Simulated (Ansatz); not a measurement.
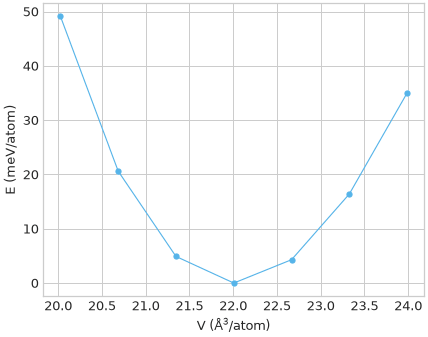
Figure: SiGe in space group Pmma (No. 51; Si on 2e, Si on 2f, Ge on 2e, Ge on 2f) under volume change, PBE in the plane-wave PAW code Ansatz, shape and atoms relaxed at each volume.

What does a third-order Birch–Murnaghan fit give for V₀, B₀ and B′?

V₀ = 22.01 Å³/atom, B₀ = 73.9 GPa, B′ = 4.6.

The start of the workflow was typed in or built on a structure type; neither database checked (COD, Materials Project) lists it. Its standing as an ambient phase is unchecked. The cell was relaxed with PBE under the symmetry of its start; its stability against distortions is not shown here.

Potentials: the later of the program's two PAW sets.
